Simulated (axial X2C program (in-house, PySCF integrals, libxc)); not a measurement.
# Linear HMoH⁻ at several levels

How do method and spin–orbit coupling move the bonds and stretches of HMoH⁻, held linear?

The runs use an in-house X2C program for linear molecules on PySCF integrals; all-electron X2C, two-component (2c) or spin-free, H dyall-v3z, Mo dyall-v3z.

All values are calculated.

2 further runs of the same task are left out: 2 set aside as unsound or not needed.

## (1) Set-up

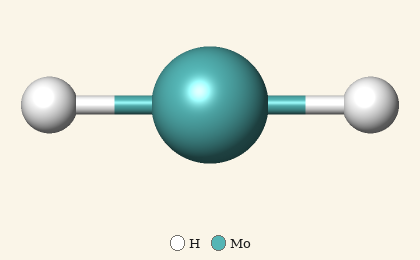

The atoms on one line, bonds 1.700 and 1.700 Å (hydrogen white, molybdenum teal).

task.json

```json
{"zs": [1, 42, 1], "q": -1, "bas": ["dyall-v3z", "dyall-v3z", "dyall-v3z"], "r0": [1.7, 1.7], "symm": 1, "scan": ["PBE0", "HF", "TPSSh"], "levels": ["PBE0", "HF", "TPSSh"], "nst": 2}
```

Keys: zs atomic numbers; q charge; bas basis sets; r0 starting distance in Å; symm equal bonds; scan levels of the two-bond scan (MP2 follows by itself at each HF point); levels methods; nst determinants followed.

The run is started by

```
$ python solin.py task.json out
```

Masses H 1.008, Mo 97.905, H 1.008 u.

## (2) Scan at PBE0, 2c

State: Ω = 5/2 (beyond evenly filled blocks: ω = 5/2). Energies above the lowest point, from the job's result record:

| r(H–Mo) (Å) | r(Mo–H) (Å) | E (meV) |
| --- | --- | --- |
| 1.8388 | 1.8388 | 20.90 |
| 1.8388 | 1.8860 | 9.03 |
| 1.8388 | 1.9331 | 12.41 |
| 1.8860 | 1.8388 | 9.03 |
| 1.8860 | 1.8860 | 0.00 |
| 1.8860 | 1.9331 | 6.04 |
| 1.8860 | 1.9803 | 24.54 |
| 1.9331 | 1.8388 | 12.41 |
| 1.9331 | 1.8860 | 6.04 |
| 1.9331 | 1.9331 | 14.56 |
| 1.9803 | 1.8860 | 24.54 |
| 1.9803 | 1.9803 | 58.45 |

A quadratic surface with cubic terms in each bond gives the minimum at 1.889 and 1.889 Å, force constants 1.07, 1.07 and coupling 0.18 mdyn/Å.

## (3) Scan at HF, 2c

State: Ω = 5/2 (beyond evenly filled blocks: ω = 5/2). Energies above the lowest point, from the job's result record:

| r(H–Mo) (Å) | r(Mo–H) (Å) | E (meV) |
| --- | --- | --- |
| 1.8388 | 1.8388 | 98.19 |
| 1.8388 | 1.8860 | 62.67 |
| 1.8388 | 1.9331 | 44.23 |
| 1.8860 | 1.8388 | 62.67 |
| 1.8860 | 1.8860 | 29.77 |
| 1.8860 | 1.9331 | 13.75 |
| 1.8860 | 1.9803 | 11.80 |
| 1.9331 | 1.8388 | 44.23 |
| 1.9331 | 1.8860 | 13.75 |
| 1.9331 | 1.9331 | 0.00 |
| 1.9803 | 1.8860 | 11.80 |
| 1.9803 | 1.9803 | 2.32 |

A quadratic surface with cubic terms in each bond gives the minimum at 1.952 and 1.952 Å, force constants 0.934, 0.934 and coupling 0.16 mdyn/Å.

## (4) Scan at TPSSh, 2c

State: Ω = 5/2 (beyond evenly filled blocks: ω = 5/2). Energies above the lowest point, from the job's result record:

| r(H–Mo) (Å) | r(Mo–H) (Å) | E (meV) |
| --- | --- | --- |
| 1.8388 | 1.8388 | 23.34 |
| 1.8388 | 1.8860 | 10.23 |
| 1.8388 | 1.9331 | 12.76 |
| 1.8860 | 1.8388 | 10.23 |
| 1.8860 | 1.8860 | 0.00 |
| 1.8860 | 1.9331 | 5.23 |
| 1.8860 | 1.9803 | 23.25 |
| 1.9331 | 1.8388 | 12.76 |
| 1.9331 | 1.8860 | 5.23 |
| 1.9331 | 1.9331 | 12.99 |
| 1.9803 | 1.8860 | 23.25 |
| 1.9803 | 1.9803 | 56.04 |

A quadratic surface with cubic terms in each bond gives the minimum at 1.892 and 1.892 Å, force constants 1.08, 1.08 and coupling 0.18 mdyn/Å.

## (5) The levels side by side

| level | r(H–Mo) (Å) | r(Mo–H) (Å) | lower stretch (cm⁻¹) | upper stretch (cm⁻¹) |
| --- | --- | --- | --- | --- |
| PBE0, 2c | 1.889 | 1.889 | 1234.3 | 1448.3 |
| HF, 2c | 1.952 | 1.952 | 1150.9 | 1359.3 |
| TPSSh, 2c | 1.892 | 1.892 | 1244.3 | 1460.1 |
| MP2, 2c | 1.867 | 1.867 | 1304.6 | 1510.1 |
| PBE0, spin-free | 1.889 | 1.889 | 1235.5 | 1449.3 |
| HF, spin-free | 1.952 | 1.952 | 1152.3 | 1360.6 |
| TPSSh, spin-free | 1.891 | 1.891 | 1245.5 | 1461.2 |
| MP2, spin-free | 1.867 | 1.867 | 1305.7 | 1511.1 |

Scans not shown above were run alike.

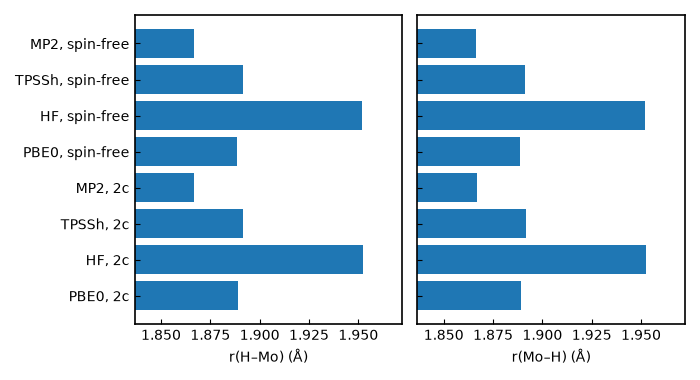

The two bond lengths by level.

In words: Over the levels the H–Mo bond spans 1.867 to 1.952 Å and the Mo–H bond 1.867 to 1.952 Å. At PBE0 spin–orbit coupling leaves both bonds unchanged to 0.001 Å. Each state is one determinant, the lowest of a limited PBE0 search; the stretches come from a fit to few points and are good to some per cent at best. The stretches are sorted by size, and where the two bonds are alike the symmetric and antisymmetric modes can swap order between levels. MP2 freezes inner shells (threshold -2 hartree). For an anion the highest level of a functional can be positive, and the basis then holds the extra electron. The molecule was held linear; bending was not examined, so a bent shape may lie lower. Note: several unpaired electrons, one determinant need not be a pure state.
